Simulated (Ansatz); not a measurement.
The reference is Pt in the fcc (Cu type) structure (space group Fm-3m, No. 225; a = 3.942 Å; relaxed with 0.1 eV smearing). Axes: x, y, z lie along the cube axes.

Structures relaxed with Ansatz (a quantum-chemistry and plane-wave program), r2SCAN, PAW, cutoff 500 eV, scalar-relativistic without spin-orbit coupling.

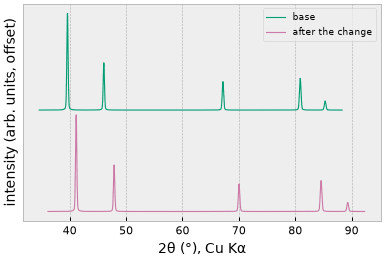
Figure. Simulated powder patterns before (top) and after one change

Q: Which change produced these results?
A. biaxial strain −0.17 %, plane normal [110], relaxed out of plane
B. isotropic strain −3.60 %
C. strain tensor (xx, yy, zz, yz, xz, xy) = (−0.54, +1.53, +0.24, +0.21, −0.21, +0.39) %
D. uniaxial strain ε_xx = −3.09 %

A: B, isotropic strain −3.60 %. Its volume per atom is 13.72 Å³ against 15.31 Å³, and its space group is Fm-3m (No. 225).

Stability against distortions was not tested. All final runs are without spin polarisation.
